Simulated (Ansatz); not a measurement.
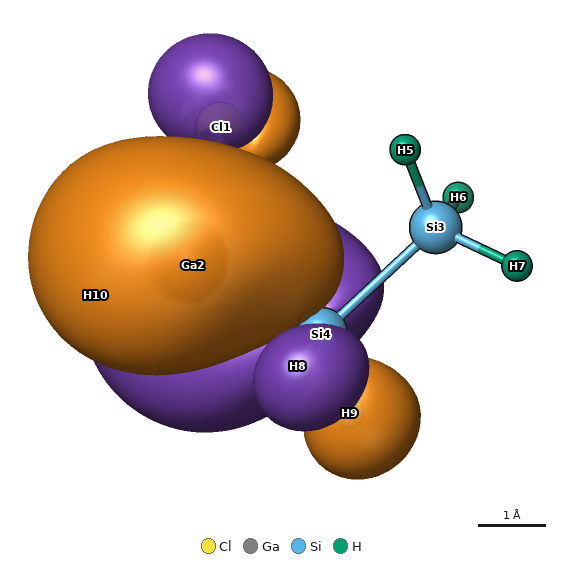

Figure. ClGaH6Si2 (SMILES [SiH3][SiH2][GaH][Cl]). One frontier orbital at ±0.05 Å⁻³ᐟ² (orange and purple are the two phases), seen at a tilt.

Geometry: BLYP-D3(BJ)/def2-SVP.

Level of theory: isolated molecule in a Gaussian basis; Kohn-Sham density functional theory, functional PBE0 in Ansatz 0.2.0.

```xyz
10

Cl    4.0630    0.3329   -0.4447
Ga    4.0208   -1.7428   -1.1959
Si    0.3522   -0.5309   -1.5821
Si    1.7804   -2.3876   -1.8823
H     0.8448    0.6128   -2.4167
H     0.3525   -0.1337   -0.1368
H    -1.0518   -0.8685   -1.9964
H     1.8050   -2.8321   -3.3205
H     1.3275   -3.5611   -1.0548
H     5.4428   -2.4369   -1.1560
```

**Which orbital is it: HOMO or LUMO?**

The LUMO, at −2.18 eV. It lies mainly on Ga2 (about 65 %), Si4 (about 15 %) and Cl1 (about 10 %).
